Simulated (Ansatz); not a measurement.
# CH4SnTe: reading failed and doubtful runs

Aim: try 5 inputs for CH4SnTe as typed, read how each ends, and find what has to change.

The runs use Ansatz 0.2.0, Gaussian basis; the settings change from run to run.

## (1) The relaxed structure

An earlier PBE0-D4 in a triple-zeta def2 set relaxation fixed the geometry. Sn, Te take a core potential in def2 sets; no spin-orbit term is included.

SMILES `[CH2]1[SnH2][Te]1`, 7 atoms, charge 0, spin multiplicity 1.

Atoms are counted from 1 here; the program's logs count them from 0.

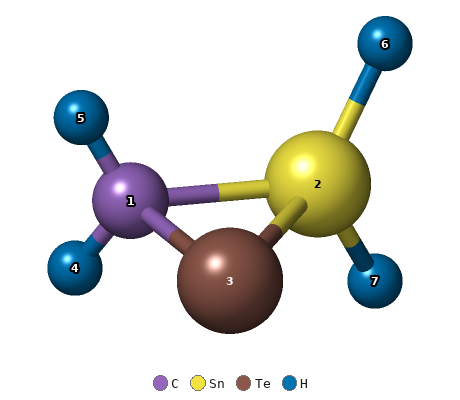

The geometry (carbon purple, tin yellow, tellurium brown, hydrogen blue); atoms are numbered from 1 in the order of the file.

## (2) Try 1

Contents of in.yaml:

```yaml
crystal:
  periodic: [false, false, false]
  atoms:
    - {symbol: C, position_ang: [-0.786055, -0.480319, -0.539339]}
    - {symbol: Sn, position_ang: [0.783587, 0.580975, 0.446952]}
    - {symbol: Te, position_ang: [-0.172490, -1.887549, 0.981248]}
    - {symbol: H, position_ang: [-0.525021, -0.862345, -1.606176]}
    - {symbol: H, position_ang: [-1.821921, -0.090738, -0.492256]}
    - {symbol: H, position_ang: [0.296273, 1.927229, 1.453209]}
    - {symbol: H, position_ang: [2.232143, 0.785608, -0.264678]}
basis:
  gaussian: {orbitals: ANO-RCC-VTZP, fitting: {mean_field: cc-pVTZ-jkfit}}
total_charge: 1
magnetization: {spin_polarized: false, initial_magnetization: 1}
hamiltonian: {xc: {name: rPW86-PBE}, dispersion: rvv10}
```

On the command line:

```
$ ansatz run in.yaml --threads 2 --pin off --events-out ev --progress --plain --max-ram 4352MiB
```

The program printed:

```text
Functional definition: rPW86-PBE+rVV10
  name "rPW86-PBE+rVV10"
  cite "Murray, Lee & Langreth, J. Chem. Theory Comput. 5, 2754 (2009) doi:10.1021/ct900365q"
  cite "Perdew, Burke & Ernzerhof, Phys. Rev. Lett. 77, 3865 (1996) doi:10.1103/PhysRevLett.77.3865"
  cite "Vydrov & Van Voorhis, J. Chem. Phys. 133, 244103 (2010) doi:10.1063/1.3521275"
  cite "Sabatini, Gorni & de Gironcoli, Phys. Rev. B 87, 041108(R) (2013) doi:10.1103/PhysRevB.87.041108"
  parent "pbe"
  exchange = rpw86_x
  correlation = pbe_c + rvv10(6.3, 0.0093)
Error: <dir> the basis set cc-pVTZ-JKFIT has no functions for Sn
```

Run time: 0.1 s. Hardware: 2 threads of AMD EPYC 9R45, shared host.

Diagnosis: Refused before any calculation. The fitting set named has no entry for an element of this molecule. Cure: leave the fitting key out, or name a set that covers all elements and suits the basis. The input also asks for charge 1 and multiplicity 2, not those of the species named; set them back first. Its coordinates are also moved off the relaxed structure.

## (3) Try 2

Contents of in.yaml:

```yaml
crystal:
  periodic: [false, false, false]
  atoms:
    - {symbol: C, position_ang: [-0.772733, -0.462934, -0.589856]}
    - {symbol: Sn, position_ang: [0.749220, 0.602905, 0.428299]}
    - {symbol: Te, position_ang: [-0.147737, -1.856380, 1.006668]}
    - {symbol: H, position_ang: [-0.549450, -0.845291, -1.579319]}
    - {symbol: H, position_ang: [-1.796417, -0.128656, -0.465655]}
    - {symbol: H, position_ang: [0.305789, 1.876452, 1.455344]}
    - {symbol: H, position_ang: [2.272628, 0.746003, -0.301181]}
basis:
  gaussian: {orbitals: def2-mTZVP, fitting: {mean_field: cc-pVTZ-jkfit}}
hamiltonian: {xc: {name: revPBE0}}
output: {forces: true}
```

Launched as before.

The program printed:

```text
Functional definition: revPBE0
  name "revPBE0"
  cite "Zhang & Yang, Phys. Rev. Lett. 80, 890 (1998) doi:10.1103/PhysRevLett.80.890"
  cite "Adamo & Barone, J. Chem. Phys. 110, 6158 (1999) doi:10.1063/1.478522"
  cite "Perdew, Burke & Ernzerhof, Phys. Rev. Lett. 77, 3865 (1996) doi:10.1103/PhysRevLett.77.3865"
  parameter a = 0.25
  parameter kappa = 1.245
  parameter beta = 0.06672455060314922
  exchange = (1 - a)*pbe_x(kappa = kappa, mu = beta*pi^2/3) + a*exact_x
  correlation = pbe_c(beta = beta)
Error: <dir> the basis set cc-pVTZ-JKFIT has no functions for Sn
```

Wall time 0.05 s (2 threads of AMD EPYC 9R45, shared host).

**Diagnosis.** Refused before any calculation. The fitting set named has no entry for an element of this molecule. Cure: leave the fitting key out, or name a set that covers all elements and suits the basis.

## (4) Try 3

Contents of in.yaml:

```yaml
crystal:
  periodic: [false, false, false]
  atoms:
    - {symbol: C, position_ang: [-0.772733, -0.462934, -0.589856]}
    - {symbol: Sn, position_ang: [0.749220, 0.602905, 0.428299]}
    - {symbol: Te, position_ang: [-0.147737, -1.856380, 1.006668]}
    - {symbol: H, position_ang: [-0.549450, -0.845291, -1.579319]}
    - {symbol: H, position_ang: [-1.796417, -0.128656, -0.465655]}
    - {symbol: H, position_ang: [0.305789, 1.876452, 1.455344]}
    - {symbol: H, position_ang: [2.272628, 0.746003, -0.301181]}
basis:
  gaussian: {orbitals: def2-SVPD, final_grid: {core_spheres: 1, valence_spheres: 1, degree: 3}}
magnetization: {spin_polarized: true, initial_magnetization: 2}
hamiltonian: {xc: {name: r2SCAN}}
scf: {lower_state_search: full}
```

The command is unchanged.

The program printed, cut to the lines that bear on the results:

```text
Functional definition: r2SCAN
  name "r2SCAN"
  cite "Furness, Kaplan, Ning, Perdew & Sun, J. Phys. Chem. Lett. 11, 8208 (2020) doi:10.1021/acs.jpclett.0c02405"
  cite "Furness, Kaplan, Ning, Perdew & Sun, J. Phys. Chem. Lett. 11, 9248 (2020) doi:10.1021/acs.jpclett.0c03077"
  parent r2scan
[...]
1158 factors; their error is unknown
[...]
mean field -14314.40499524 eV, -526.0446809228 hartree, gradient 2.6e-5 eV, S^2 2.143641; 10 other end points of the search recorded, 0 dependent functions left out
reference -14314.40508454 eV, -526.0446842045 hartree; 29, 27 occupied and 90, 92 virtual orbitals, 1158 factors
Total energy: -14314.40508454 eV, -526.0446842045 hartree
```

Run time: 17 s. Hardware: 2 threads of AMD EPYC 9R45, shared host.

What is wrong: The run converged, but a converged run isn't a right one. The integration grid is far too coarse. It also asks for charge 0 and multiplicity 3, another species or state than the molecule above. Its energy carries the error of the grid. To mend it, drop final_grid and take the default grid, and set charge and spin to those of the species named.

## (5) Try 4

Contents of in.yaml:

```yaml
crystal:
  periodic: [false, false, false]
  atoms:
    - {symbol: C, position_ang: [-1.460255, -0.874819, -1.114666]}
    - {symbol: Sn, position_ang: [1.415821, 1.139325, 0.809369]}
    - {symbol: Te, position_ang: [-0.279182, -3.508051, 1.902328]}
    - {symbol: H, position_ang: [-1.038310, -1.597368, -2.984482]}
    - {symbol: H, position_ang: [-3.394738, -0.243124, -0.879960]}
    - {symbol: H, position_ang: [0.577858, 3.545983, 2.750203]}
    - {symbol: H, position_ang: [4.294646, 1.409742, -0.569150]}
basis:
  gaussian: {orbitals: def2-TZVPD}
magnetization: {spin_polarized: true, initial_magnetization: 2}
hamiltonian: {xc: {name: B97M-V}}
```

Same command.

The program printed, cut to the lines that bear on the results:

```text
Functional definition: B97M-V
  name "B97M-V"
  cite "Mardirossian & Head-Gordon, J. Chem. Phys. 142, 074111 (2015) doi:10.1063/1.4907719"
  cite "Becke, J. Chem. Phys. 107, 8554 (1997) doi:10.1063/1.475007"
  cite "Vydrov & Van Voorhis, J. Chem. Phys. 133, 244103 (2010) doi:10.1063/1.3521275"
  # Of w^i u^j: cxij and so on, Table III.
[...]
  gx(w, u) = cx00 + cx01*u + cx02*u^2 + (cx10 + cx11*u)*w
  gss(w, u) = css00 + css02*u^2 + css10*w + (css32*w^3 + css42*w^4)*u^2
  gos(w, u) = cos00 + cos01*u + cos03*u^3 + cos10*w + cos32*w^3*u^2
[...]
      + integral(e_c_pw_mod_opposite_spin*gos(b97_w_opposite, b97_u_opposite)) + vv10(b, c)
1231 factors; their error is unknown
[...]
mean field -14209.54409610 eV, -522.1911139569 hartree, gradient 9.2e-6 eV, S^2 3.557504; 12 other end points of the search recorded, 0 dependent functions left out
reference -14209.54420941 eV, -522.1911181210 hartree; 29, 27 occupied and 159, 161 virtual orbitals, 1231 factors
Total energy: -14209.54420941 eV, -522.1911181210 hartree
```

It took 56 s on 2 threads of AMD EPYC 9R45, shared host; peak memory 0.79 GiB.

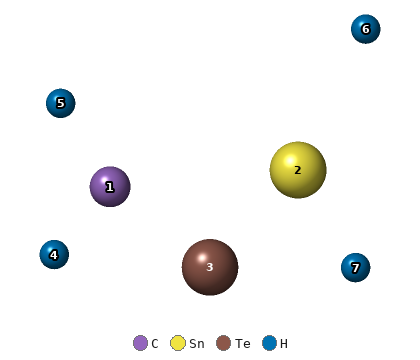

The geometry of this input.

**Diagnosis.** The run converged, but a converged run isn't a right one. The coordinates are in bohr but typed as ångström. The shortest distance is 2.05 Å (C1–H4), against 1.08 Å in the relaxed molecule. It also asks for charge 0 and multiplicity 3, another species or state than the molecule above. Its energy is no property of the relaxed molecule. Cure: take the coordinates from the file in ångström, and set charge and spin to those of the species named.

## (6) Try 5

Contents of in.yaml:

```yaml
crystal:
  periodic: [false, false, false]
  atoms:
    - {symbol: C, position_ang: [-0.774009, -0.461910, -0.573844]}
    - {symbol: Sn, position_ang: [0.688033, 0.617520, 0.515935]}
    - {symbol: Te, position_ang: [-0.126557, -1.885925, 1.034663]}
    - {symbol: D, position_ang: [-0.571876, -0.873767, -1.589128]}
    - {symbol: H, position_ang: [-1.777947, -0.098754, -0.492015]}
    - {symbol: H, position_ang: [0.348940, 1.856443, 1.465193]}
    - {symbol: H, position_ang: [2.289212, 0.700431, -0.274672]}
basis:
  gaussian: {orbitals: def2-TZVPP, fitting: {mean_field: def2-universal-jkfit}}
total_charge: 1
magnetization: {spin_polarized: true, initial_magnetization: 1}
hamiltonian: {xc: {name: revPBE}, dispersion: d4}
output: {forces: true}
```

Same command.

The program printed:

```text
Error: YAML parse error: error: line 7 column 16: `D` is not an element symbol (H … Og, case-exact)
 --> <input>:7:16
  |
5 |     - {symbol: Sn, position_ang: [0.688033, 0.617520, 0.515935]}
6 |     - {symbol: Te, position_ang: [-0.126557, -1.885925, 1.034663]}
7 |     - {symbol: D, position_ang: [-0.571876, -0.873767, -1.589128]}
  |                ^ `D` is not an element symbol (H … Og, case-exact)
8 |     - {symbol: H, position_ang: [-1.777947, -0.098754, -0.492015]}
9 |     - {symbol: H, position_ang: [0.348940, 1.856443, 1.465193]}
  |
```

Wall time 0.05 s (2 threads of AMD EPYC 9R45, shared host).

What is wrong: Refused before any calculation. An element symbol is wrong. It also asks for charge 1 and multiplicity 2, another species or state than the molecule above. Its coordinates are also moved off the relaxed structure. To mend it, correct the symbol, and set charge and spin to those of the species named.

## (7) How the tries ended

```csv
try,level,ended,cause,time
1,rPW86-PBE/ANO-RCC-VTZP,refused,the fitting set named has no entry for an element of this molecule,0.1 s
2,revPBE0/def2-mTZVP,refused,the fitting set named has no entry for an element of this molecule,0.05 s
3,r2SCAN/def2-SVPD,converged,the integration grid is far too coarse,17 s
4,B97M-V/def2-TZVPD,converged,the coordinates are in bohr but typed as ångström,56 s
5,revPBE/def2-TZVPP,refused,an element symbol is wrong,0.05 s
```

3 refused, 2 converged. A refusal costs next to no computing time. The dangerous case is the input that converges on a wrong geometry, charge, spin, basis or grid: often only a look at the input shows it.
